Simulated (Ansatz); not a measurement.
## GeSb2: a changed input and its effect

System: GeSb2, multiplicity 3.
Method of run A: UKS PBE-D4/def2-TZVP (Ansatz 0.2.0).

The geometry: PBE-D4/def2-TZVP start. Text and figures count atoms from 1; the logs count them from 0 in places.

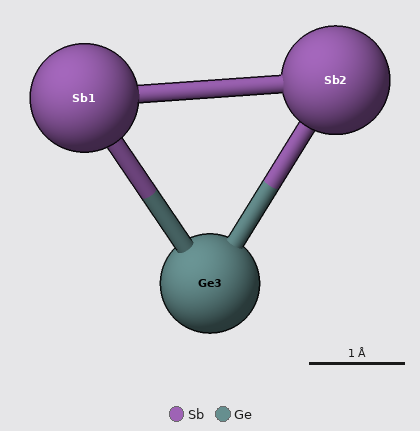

Fig. 1: The structure as given in the input (ball-and-stick view, seen at a tilt; atoms are numbered from 1 in the order of the input). Sticks mark near contacts. Bond lengths as drawn: Ge–Sb 2.64 Å and Sb–Sb 2.69 Å.

### Input file, run A
```yaml
crystal:
  periodic: [false, false, false]
  atoms:
    - {symbol: Sb, position_ang: [0.507215, -1.391986, 0.435915]}
    - {symbol: Sb, position_ang: [0.711887, 1.290981, 0.459887]}
    - {symbol: Ge, position_ang: [-1.219102, 0.101004, -0.895801]}
basis:
  gaussian: {orbitals: def2-TZVP}
magnetization: {spin_polarized: true, initial_magnetization: 2}
hamiltonian: {xc: pbe, dispersion: d4}
scf: {lower_state_search: "off"}
output: {orbitals: {seedname: orbitals}}
relax: {f_tol: 0.02, max_steps: 100}
```

Launched with:
```bash
ansatz run in.yaml --threads 2 --pin off --events-out ev --progress --plain --max-ram 4352MiB
```

Hardware: 2 threads of Arm Neoverse V2, 23 GiB of memory available, shared host.

### Output, shortened to warnings, some set-up lines, iterations and results (run A)
```
[...]
mean field evaluation 1: about -69584.1128 eV, gradient 1.8e1 eV
mean field evaluation 2: about -69570.4291 eV, gradient 4.6e1 eV
mean field evaluation 4: about -69585.2311 eV, gradient 3.1e0 eV
mean field evaluation 8: about -69585.2722 eV, gradient 3.1e-1 eV
mean field evaluation 16: about -69585.2555 eV, gradient 4.1e-4 eV
relax step   1: F+E_penalty+E_count = -69585.42008064 eV  Δ(F+E_penalty+E_count) = +0.000e0 eV  max|allowed force component| = 6.592e-1 eV/Å  Δτ_max = 0.0000 Å  (21 SCF …
mean field evaluation 32: about -69585.2444 eV, gradient 3.4e-5 eV
relax step   2: F+E_penalty+E_count = -69585.40810035 eV  Δ(F+E_penalty+E_count) = +1.198e-2 eV  max|allowed force component| = 7.838e-1 eV/Å  Δτ_max = 0.0741 Å  (26 SCF …
relax step   3: F+E_penalty+E_count = -69585.44659538 eV  Δ(F+E_penalty+E_count) = -2.651e-2 eV  max|allowed force component| = 6.740e-2 eV/Å  Δτ_max = 0.0328 Å  (25 SCF …
relax step   4: F+E_penalty+E_count = -69585.44689508 eV  Δ(F+E_penalty+E_count) = -2.997e-4 eV  max|allowed force component| = 7.326e-3 eV/Å  Δτ_max = 0.0037 Å  (26 SCF …
Total energy: -69585.44692630 eV, -2557.2180078316 hartree
Atom 0 at     0.516060    -1.418673     0.443630 Å, force     0.002304    -0.007326     0.002027 eV/Å
Atom 1 at     0.724667     1.315877     0.468063 Å, force     0.003386     0.006854     0.002154 eV/Å
Atom 2 at    -1.240727     0.102796    -0.911691 Å, force    -0.005691     0.000471    -0.004182 eV/Å
Dipole moment:    -0.073182     0.006063    -0.053774 e Å
Checks for a lower state left out: stability, starts, cluster_reference, orbital_swaps, neighbouring_geometries, increment
```

For run B the input was changed thus:
```diff
-magnetization: {spin_polarized: true, initial_magnetization: 2}
+total_charge: 1
+magnetization: {spin_polarized: true, initial_magnetization: 1}
```

Predict how the results change.

The total energies belong to different systems, so their difference says nothing on which is more stable or more accurate. The HOMO goes from −4.10 to −10.80 eV. The LUMO goes from −5.21 to −10.10 eV.

### Output, shortened to warnings, some set-up lines, iterations and results (run B)
```
[...]
mean field evaluation 1: about -69576.0809 eV, gradient 2.4e1 eV
mean field evaluation 2: about -69573.4607 eV, gradient 3.7e1 eV
mean field evaluation 4: about -69578.7322 eV, gradient 1.2e0 eV
mean field evaluation 8: about -69578.7357 eV, gradient 2.4e-2 eV
mean field evaluation 16: about -69578.7178 eV, gradient 9.9e-5 eV
relax step   1: F+E_penalty+E_count = -69578.87357289 eV  Δ(F+E_penalty+E_count) = +0.000e0 eV  max|allowed force component| = 1.150e0 eV/Å  Δτ_max = 0.0000 Å  (19 SCF iters, …
relax step   2: F+E_penalty+E_count = -69578.82651957 eV  Δ(F+E_penalty+E_count) = +4.705e-2 eV  max|allowed force component| = 2.069e0 eV/Å  Δτ_max = 0.1914 Å  (29 SCF …
mean field evaluation 32: about -69578.8091 eV, gradient 6.6e0 eV
relax step   3: F+E_penalty+E_count = -69578.99354339 eV  Δ(F+E_penalty+E_count) = -1.200e-1 eV  max|allowed force component| = 1.415e-1 eV/Å  Δτ_max = 0.0933 Å  (24 SCF …
relax step   4: F+E_penalty+E_count = -69578.99609397 eV  Δ(F+E_penalty+E_count) = -2.551e-3 eV  max|allowed force component| = 2.478e-2 eV/Å  Δτ_max = 0.0187 Å  (25 SCF …
relax step   5: F+E_penalty+E_count = -69578.99613155 eV  Δ(F+E_penalty+E_count) = -3.758e-5 eV  max|allowed force component| = 2.449e-2 eV/Å  Δτ_max = 0.0034 Å  (26 SCF …
relax step   6: F+E_penalty+E_count = -69578.99616314 eV  Δ(F+E_penalty+E_count) = -3.158e-5 eV  max|allowed force component| = 1.452e-4 eV/Å  Δτ_max = 0.0010 Å  (16 SCF …
Total energy: -69578.99619742 eV, -2556.9809479178 hartree
Atom 0 at     0.553699    -1.364377     0.468599 Å, force    -0.000078    -0.000066    -0.000054 eV/Å
Atom 1 at     0.753601     1.256064     0.492012 Å, force    -0.000067     0.000078    -0.000053 eV/Å
Atom 2 at    -1.307301     0.108311    -0.960610 Å, force     0.000145    -0.000012     0.000107 eV/Å
Dipole moment:    -0.140362     0.011629    -0.103139 e Å
Checks for a lower state left out: stability, starts, cluster_reference, orbital_swaps, neighbouring_geometries, increment
```

### The two runs side by side

| quantity | run A | run B |
| --- | --- | --- |
| outcome | converged | converged |
| total energy (hartree) | −2557.218008 | −2556.980948 |
| HOMO (eV) | −4.10 | −10.80 |
| LUMO (eV) | −5.21 | −10.10 |
| dipole moment (D) | 0.44 | – |
| ⟨S²⟩ | 2.019 | 0.753 |
| largest force (eV/Å) | 0.008 | 0.000 |
| basis functions | 148 | 148 |
| wall time (shared host) | 10 s | 14 s |
